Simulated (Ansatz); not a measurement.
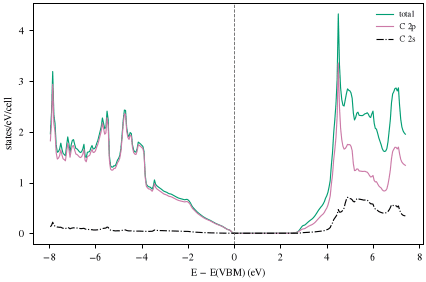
Total and projected density of states of C in space group P6_3/mmc (No. 194; C on 6h), r²SCAN in the plane-wave PAW code Ansatz

Question: Which orbitals carry the states next to the gap?

Answer: Top 1 eV of the valence band: C 2p 97 %. Bottom 1 eV of the conduction band: C 2p 61 %, C 2s 7 %, outside the projected shells 32 %. Projections are on Löwdin-orthogonalised atomic valence shells; empty p or d shells of many metals are not among them.

The start of the workflow was typed in or built on a structure type. Its sites differ from those of the usual phase in this space group: another stacking or structure type. The cell was relaxed with r²SCAN under the symmetry of its start; whether a distortion lowers the energy is not shown.

Potentials: the later of the program's two PAW sets.
